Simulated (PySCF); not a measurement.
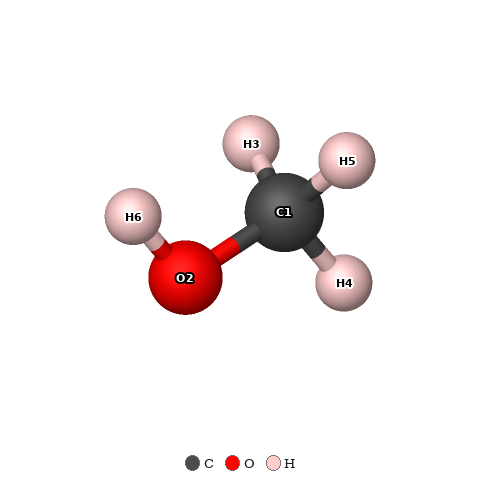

The molecule: CH₄O, SMILES CO.

GIAO shifts, ωB97X-D/pcSseg-1 (IEF-PCM chloroform) with PySCF, at a PBE0-D3(BJ)/def2-SVP geometry (no frequency check), against H₂O for ¹⁷O and TMS for ¹³C computed at the same level (¹⁷O: a single water molecule, while the usual scale starts at liquid water and gives values some tens of ppm lower). fully decoupled, line heights follow the number of nuclei, widths are arbitrary (no quadrupolar broadening); values of one conformer, averaged over methyl-type rotors and exact or near symmetry.

### How many ¹⁷O lines appear, and where?

1 signal.


```csv
δ (ppm),nuclei,atoms
−0.8,1,O2
```

### How many ¹³C lines appear, and where?

1 signal.


| δ (ppm) | nuclei | atoms |
| --- | --- | --- |
| 53.3 | 1 | C1 |

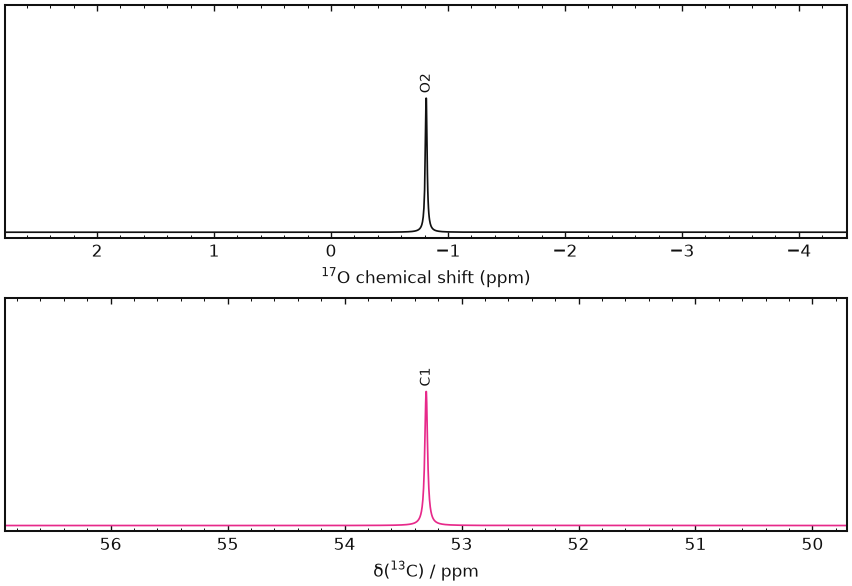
